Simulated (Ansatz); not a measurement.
C₃HF₃

Input file:

```
crystal:
  periodic: [false, false, false]
  atoms:
    - {symbol: C, position_ang: [-1.160700, 0.978574, -1.676393]}
    - {symbol: C, position_ang: [-0.916738, 0.038574, -0.965179]}
    - {symbol: C, position_ang: [-0.620157, -1.104125, -0.100973]}
    - {symbol: F, position_ang: [0.707441, -1.314330, -0.012400]}
    - {symbol: F, position_ang: [-1.088675, -0.904438, 1.146087]}
    - {symbol: F, position_ang: [-1.183900, -2.231507, -0.576108]}
    - {symbol: H, position_ang: [-1.377017, 1.812064, -2.307011]}
basis:
  gaussian:
    orbitals: def2-TZVPD
hamiltonian:
  xc: {name: PBE0}
output: {forces: true, orbitals: {seedname: orbitals}}
```

Launched as:

```sh
ansatz run input.yaml --threads 1 --pin off --max-ram 2610MiB --events-out events.jsonl --progress --plain --runs-dir runs
```

Geometry: B3LYP/6-31G*.

The calculation used isolated molecule in a Gaussian basis; Kohn-Sham density functional theory, functional PBE0 (Ansatz).

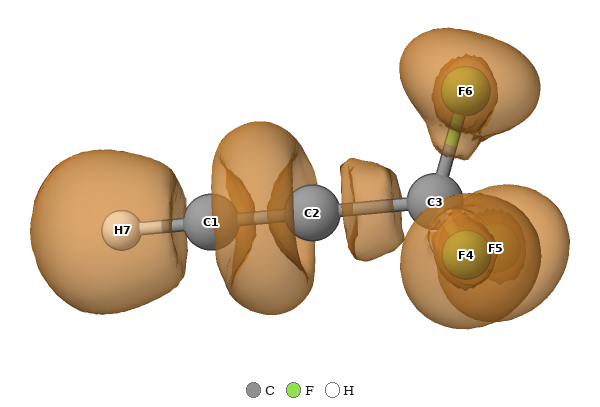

Figure 1. Isosurface of the electron localisation function at 0.75 (orange), seen at an oblique angle. Core shells and regions of very low density are left out.

Q: Describe the localisation domains.

A: At this value the surface marks out two regions between bonded C–C atoms (shared pairs), one region around a hydrogen nucleus and three regions on F in which the atom's valence shell and bonds are merged. Profiles from the grid: C–C (1.20 Å): the ELF peaks at about 0.85 between the atoms: a short, multiple covalent bond. C–F (1.35 Å): the ELF peaks at about 0.85 between the atoms (a polar covalent bond).

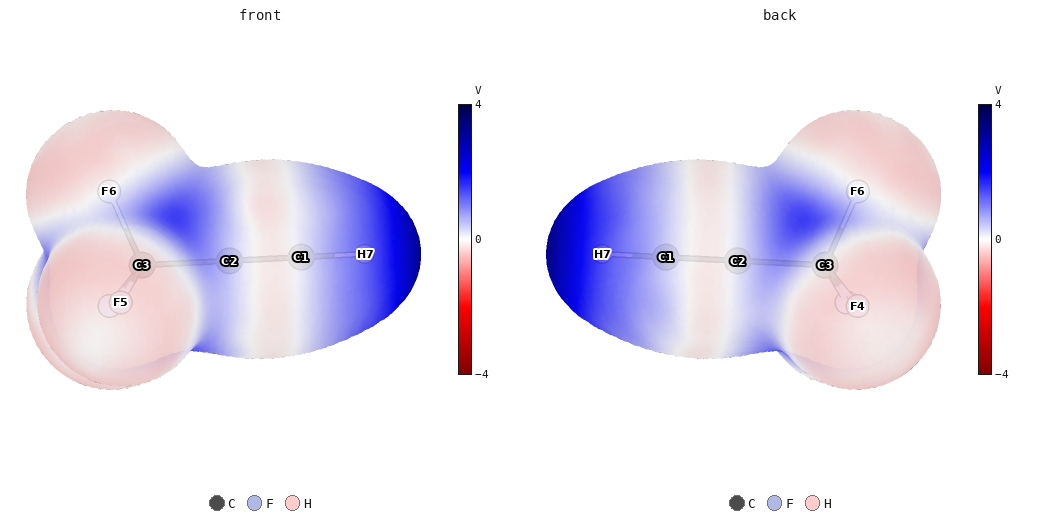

Figure 2. The molecular electrostatic potential painted on the density surface at 0.004 e/bohr³, seen from the front and from behind; red is negative and blue positive.

Q: Which sites attract a positive test charge, and which a negative one?

A: A positive charge is drawn to the negative regions and a negative charge to the positive ones. The most negative region (about −0.4 V) lies over F4, F5 and F6, the most positive (about +3.1 V) over H7.

Q: How polar is the molecule by this calculation?

A: Its dipole moment is 2.39 D.

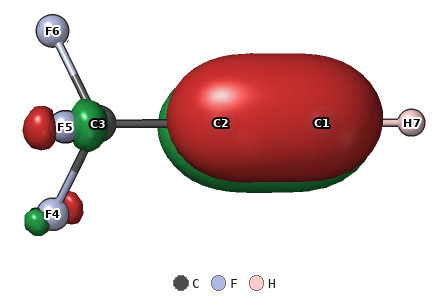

Figure 3. The HOMO at ±0.2 Å⁻³ᐟ² (green and red are the two phases), seen across its widest extent.

Q: Where does this orbital lie, and at what energy?

A: Its weight (Hirshfeld) is mainly on C1 (about 45 %) and C2 (about 45 %); π-bonding across C1–C2. It is one of a degenerate set, so its orientation is arbitrary. Its energy is −9.32 eV.
